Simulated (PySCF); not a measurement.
Vertical excitations of a molecule CH7FOSi2 from TDA-M06-2X/def2-SVPD in PySCF, as energy in eV (oscillator strength): 7.69 (0.000), 7.93 (0.005), 8.45 (0.014), 8.60 (0.024), 8.78 (0.024), 8.88 (0.125), 8.94 (0.091), 8.97 (0.088), 9.45 (0.057), 9.50 (0.092). Lowest triplet (TDA): 7.38 eV. Geometry optimised at B3LYP-D3(BJ)/def2-SVP. One conformer was computed; it need not be the lowest.

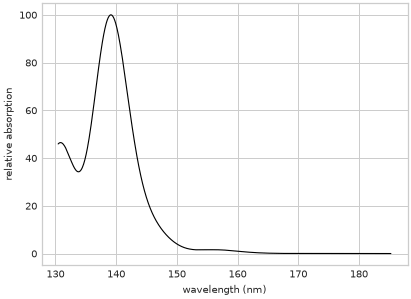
Figure: The lines broadened by 0.4 eV.

Problem. Which structure fits?
(A) OC[SiH2][SiH2]F
(B) C[SiH2]O[SiH2]F
(C) O[Si@@H](F)C[SiH3]
(D) C[Si@@H](F)O[SiH3]

Solution. D, C[Si@@H](F)O[SiH3]
